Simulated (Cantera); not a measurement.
Input: 1 mol SiH₂Cl₂, 8.7 mol N₂, equilibrated at 1.00 bar.

Cantera equilibrium calculation (NASA polynomials, part measured and part estimated; ideal gas, pure solids and liquids). Candidate condensed phases: NH₄Cl, Si, Si₃N₄; 28 gas species. N₂ is the only nitrogen source here; it is nearly inert below about 1500 K, so the nitride shown seldom forms there in practice. The tables' values for SiCl₃ are old estimates; treat these amounts as uncertain. Rates play no part.

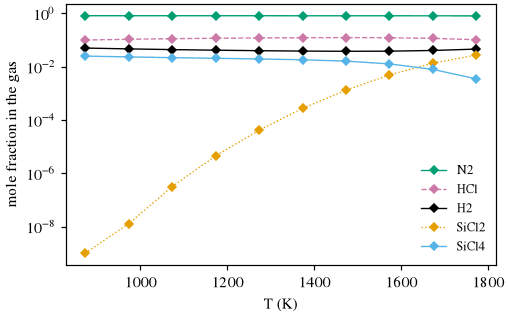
*Equilibrium gas composition (values under 1e-9 drawn at 1e-9)*

From 873 K to 1773 K the condensed part is Si₃N₄(s). The main Si-bearing gas is SiCl₄ at 873 K and SiCl₂ at 1773 K. The share of Si in condensed phases is highest at 1373 K (80.1 %) and lowest at 1773 K (60.5 %).
